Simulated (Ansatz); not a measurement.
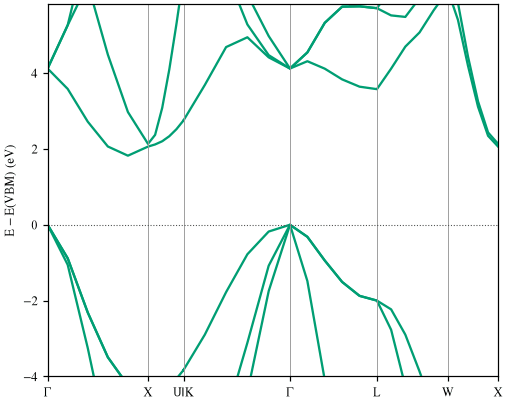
*Band structure from DFT-HSE06 in the program Ansatz with PAW potentials*

Read off the gap and where the band edges lie.

About 1.8 eV (1.82 eV among the points solved); maximum at Γ, minimum on the Γ–X line, 80 % of the way from Γ.

The material is BAs (zinc blende, space group No. 216).

Space group F-43m (zinc blende). The cell was relaxed with HSE06 under the symmetry of its start. The hybrid was solved on a coarse mesh, the path and, where they were found, the r²SCAN edge points; its band edges are the extreme levels among these. Spin–orbit coupling is left out wherever it is not named.

Potentials: the later of the program's two PAW sets.
